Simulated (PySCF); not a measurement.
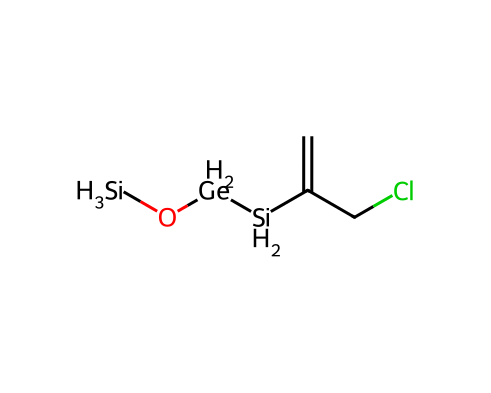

Skeletal drawing of a molecule.

Question: Write the SMILES.

Answer: C=C(CCl)[SiH2][GeH2][O][SiH3]

Question: Give the formula, hydrogens included.

Answer: C3H11ClGeOSi2.

Question: An optimisation with GFN2-xTB gave a structure of which point group?

Answer: C1. Other conformers may differ.

More results for the same structure follow; atom numbers are the same in all pictures, views and colours differ. The geometry was computed by an optimisation with GFN2-xTB. No frequency run is at hand to confirm it as a minimum.

### NMR shielding

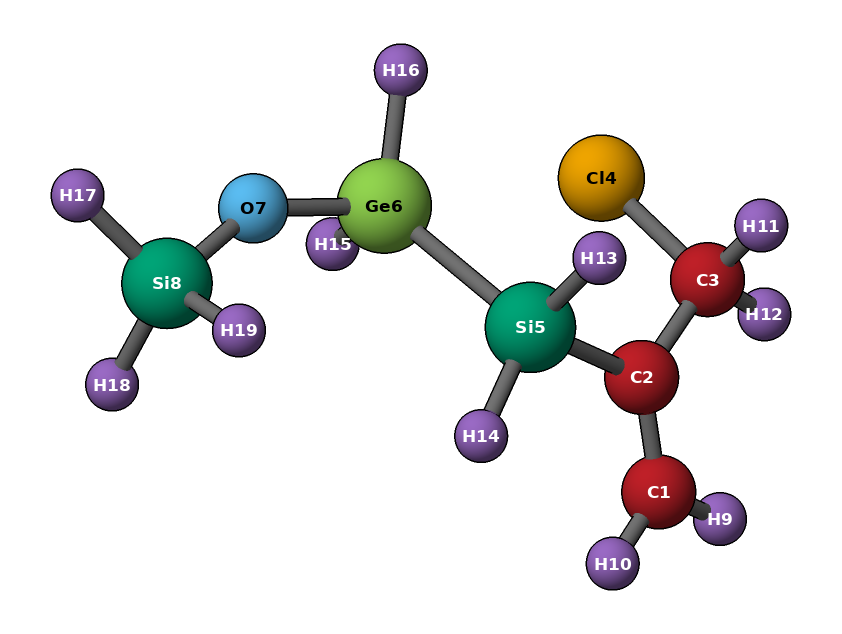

No frequency run is at hand to confirm it as a minimum. Method: GIAO PBE0/pcSseg-1 NMR shielding, non-relativistic, gas phase (PySCF 2.14.0). Principal shieldings σ11 ≤ σ22 ≤ σ33, span Ω = σ33 − σ11, skew κ = 3(σiso − σ22)/Ω.

Give the shielding tensors of the Cl atoms.

```json
{"atom": "Cl4", "σ11": "643.2", "σ22": "772.6", "σ33": "1006.5", "σiso": "807.4", "Ω": "363.2", "κ": "0.29"}
```

Shieldings and span in ppm.

### Electronic properties

No frequency run is at hand to confirm it as a minimum. Method: PBE0/pcSseg-1, gas phase (PySCF 2.14.0).

What does the calculation give?

- dipole moment: 4.07 D
- HOMO energy (Kohn–Sham orbital): −7.63 eV
- LUMO energy (Kohn–Sham orbital): −1.00 eV
- HOMO–LUMO gap: 6.63 eV

### Charges

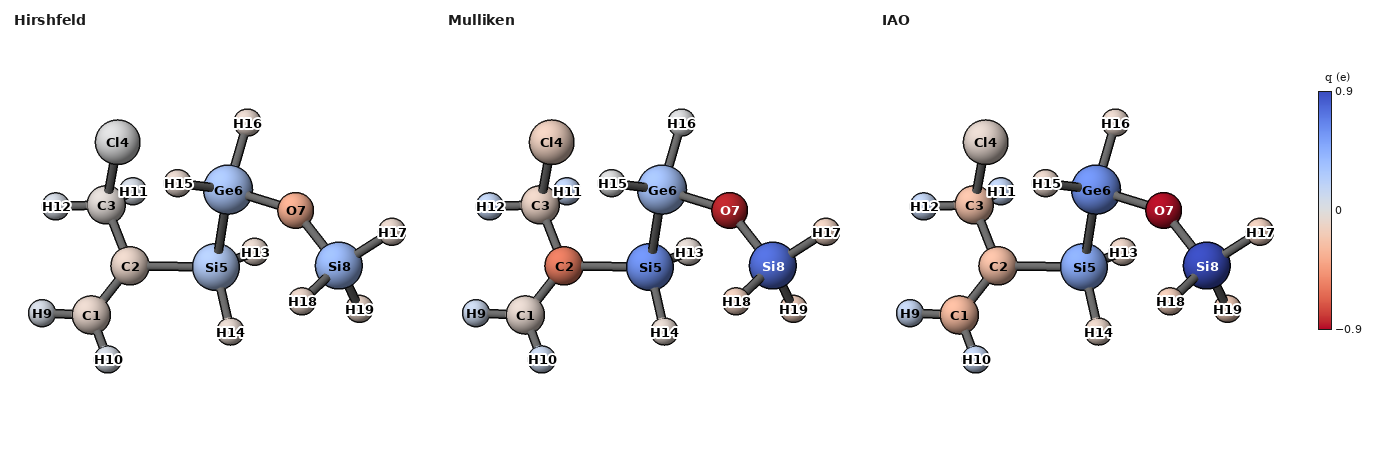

Atomic charges of one calculation by 3 schemes, on one colour scale. No frequency run is at hand to confirm it as a minimum. Method: PBE0/pcSseg-1 (PySCF 2.14.0).

Question: On which atom do the schemes disagree most?

Answer: On O7 (from −0.87 to −0.34 e); Si8 (from 0.36 to 0.88 e).

List the charges (e), one line for each set of equivalent atoms.

| atom | Hirshfeld | Mulliken | IAO |
| --- | --- | --- | --- |
| C1 | −0.08 | −0.07 | −0.28 |
| C2 | −0.09 | −0.56 | −0.25 |
| C3 | −0.03 | −0.11 | −0.24 |
| Cl4 | 0.01 | −0.14 | −0.07 |
| Si5 | 0.24 | 0.59 | 0.45 |
| Ge6 | 0.28 | 0.32 | 0.58 |
| O7 | −0.34 | −0.84 | −0.87 |
| Si8 | 0.36 | 0.74 | 0.88 |
| H9 | 0.05 | 0.12 | 0.15 |
| H10 | 0.05 | 0.12 | 0.16 |
| H11 | 0.05 | 0.18 | 0.17 |
| H12 | 0.06 | 0.16 | 0.17 |
| H13 | −0.07 | −0.04 | −0.10 |
| H14 | −0.06 | −0.06 | −0.09 |
| H15 | −0.08 | 0.00 | −0.09 |
| H16 | −0.07 | 0.01 | −0.08 |
| H17 | −0.08 | −0.13 | −0.15 |
| H18 | −0.09 | −0.14 | −0.17 |
| H19 | −0.09 | −0.15 | −0.17 |

Mulliken values depend strongly on the basis set and can even reverse the polarity of a bond. The geometry is semi-empirical. Around Ge, Si such bond lengths and angles can be off by a tenth of an ångström or more and by several degrees, and values that hang on the shape move with them.
